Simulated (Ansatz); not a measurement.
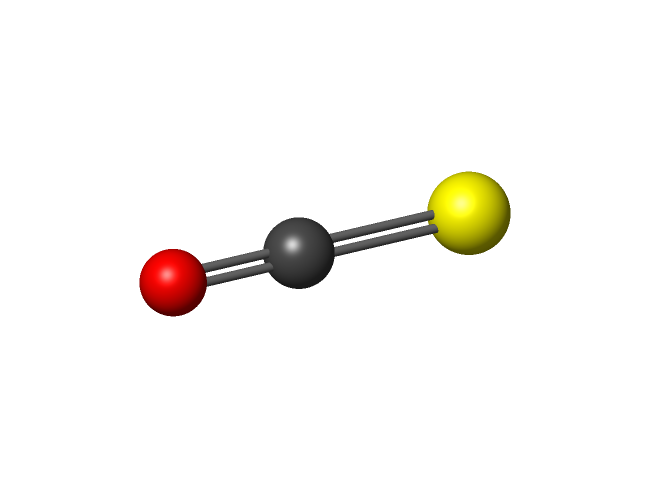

Ball-and-stick drawing of a structure. Colours: oxygen red, carbon dark grey, sulfur yellow.

The computed structure is the end point of a PBE0-D4/def2-TZVP optimisation.

What is the molecular formula?

Answer. COS, 3 atoms: 1 carbon, 1 oxygen and 1 sulfur.

Count the bonded pairs by element.

Answer. 1 C–O, 1 C–S.

What is its SMILES?

Answer. O=C=S

Give the symmetry (Schoenflies symbol).

Answer. C∞v.

The parts below concern this one geometry. Atoms keep their numbers from picture to picture.

## Shape

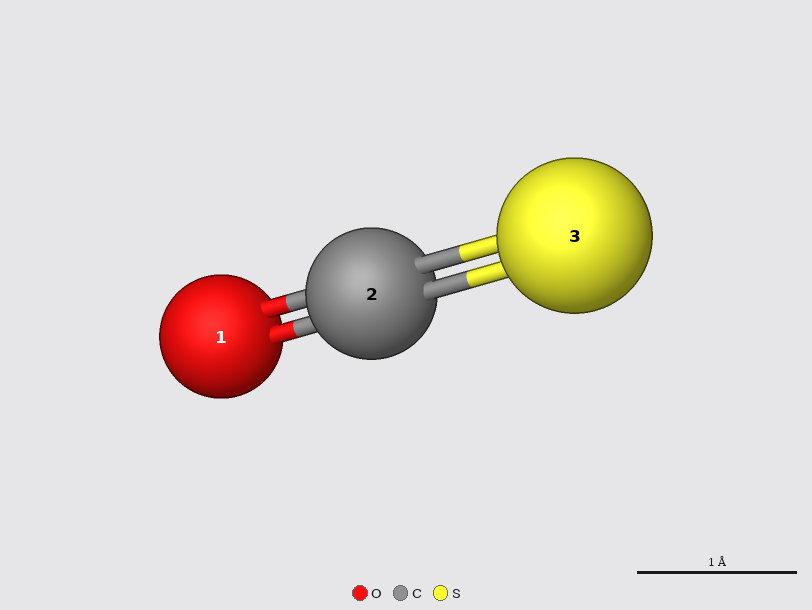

How are the neighbours of atom 2 arranged?

Answer. C2 has 2 neighbours (O1 at 1.15, S3 at 1.56 Å); the arrangement is linear.

## Vibrations

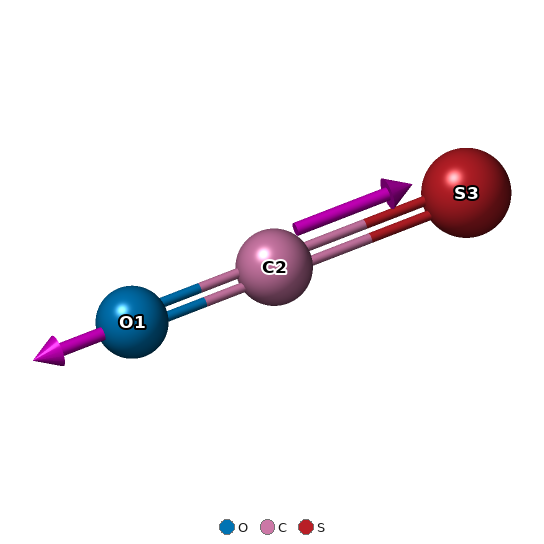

The arrows show one normal mode. Harmonic vibrations computed with RKS PBE0-D4/def2-TZVP (Ansatz 0.2.0) at a stationary point of the same level.

At what wavenumber does it lie?

Answer. 2156 cm⁻¹; it is mode 4 of 4 counted from the lowest.

## Dipole moment

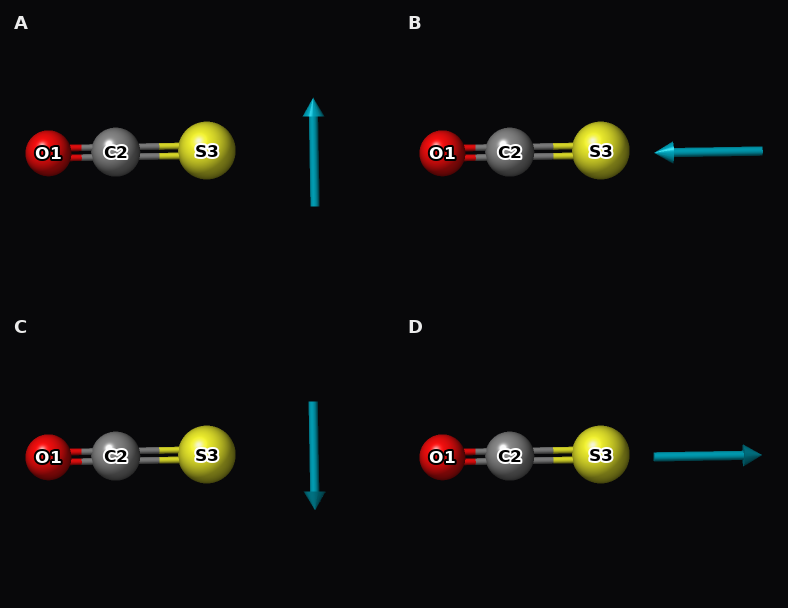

The same molecule four times, each with an arrow. Properties computed with RKS PBE-D4/def2-TZVPP (Ansatz 0.2.0).

Which arrow points along the dipole moment, from the negative to the positive end?

Answer. D. The dipole moment is 0.67 D; it points from the side of O1 to the side of S3 (the outermost atoms at the two ends).

## Charges

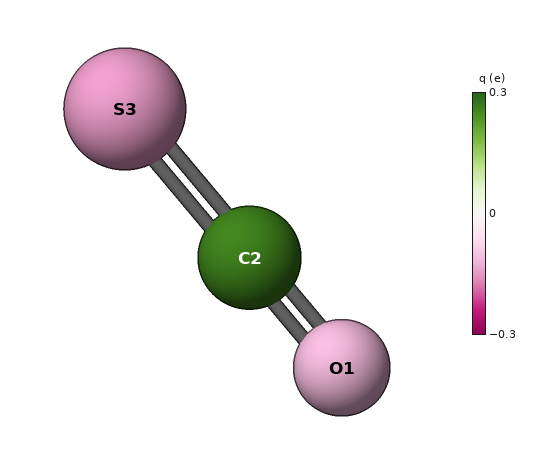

Atoms are coloured by their Mulliken charges. Level of theory: RKS B3LYP-D4/def2-TZVPP (Ansatz 0.2.0).

List the Mulliken charges.

```csv
atom,value (e)
O1,−0.12
C2,0.26
S3,−0.14
```

Mulliken values depend strongly on the basis set and can even reverse the polarity of a bond.
